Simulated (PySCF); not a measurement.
**C$_{2}$H$_{11}$N$_{3}$Si$_{2}$ (SMILES CN(C)[SiH]1N[SiH2]N1): density, localisation and related maps**

The calculation's input:

```
{"job": {"kind": "uv", "xc": "CAM-B3LYP", "basis": "def2-SVPD", "nstates": 8, "ntriplets": 3}, "charge": 0, "multiplicity": 1}
C     -1.424246     1.262730    -0.131586
N     -1.150990    -0.127377    -0.391174
C     -2.224361    -0.997052    -0.004416
Si     0.435461    -0.708639    -0.633417
N      1.422674     0.435192    -1.503542
Si     2.752341     0.419494    -0.391329
N      1.676103    -0.538036     0.580886
H     -1.613581     1.444133     0.933163
H     -0.568350     1.854153    -0.443083
H     -2.308367     1.580303    -0.694879
H     -2.402981    -0.964945     1.078067
H     -1.984895    -2.019063    -0.283489
H     -3.150000    -0.701098    -0.508084
H      0.330289    -2.054394    -1.188098
H      1.391486     0.701362    -2.469163
H      3.047367     1.731189     0.176992
H      3.933257    -0.303542    -0.856404
H      1.830034    -1.008091     1.453141
```

Run with:

```sh
OMP_NUM_THREADS=1 python probes_run.py task.json out
```

Geometry: GFN2-xTB.

Theory: PySCF, CAM-B3LYP/def2-SVPD, SCF density, gas phase.

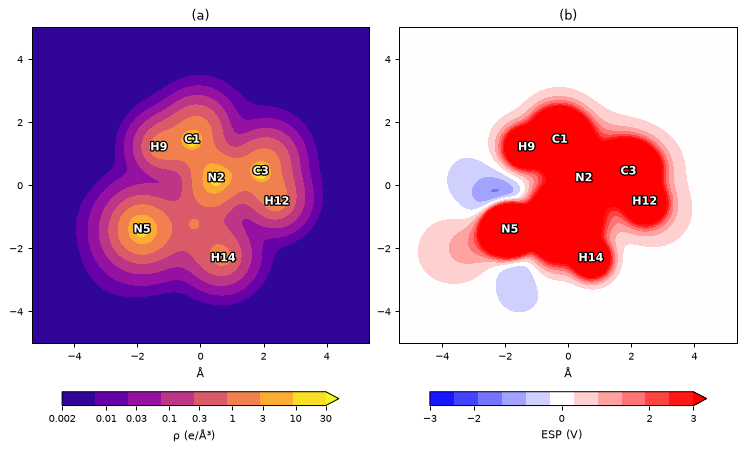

Figure 1. (a) total electron density; (b) molecular electrostatic potential on the plane of atoms N2, C3 and H12.

### What do the fields say about this system?

Atoms in the plane: C, N and H. C–N (1.43 Å): ρ is about 2 e/Å³ halfway. C–H (1.09 Å): the density is about 2 e/Å³ at the midpoint. Outside the dense part of the molecule the potential is most negative (−1.4 V) near N5.

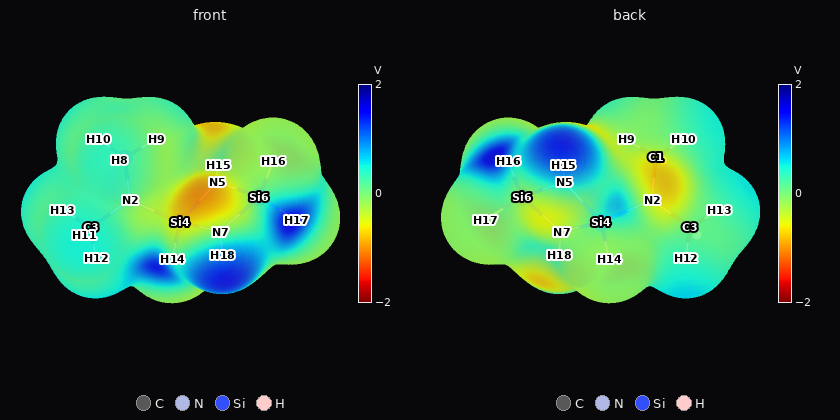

Figure 2. The molecular electrostatic potential painted on the density surface at 0.002 e/bohr³, seen from the front and from behind; red is negative and blue positive.

### Where is the surface potential most negative and most positive?

The most negative region (about −1.0 V) lies over N7, the most positive (about +1.5 V) over Si6.

### How polar is the molecule by this calculation?

Its dipole moment is 0.57 D.
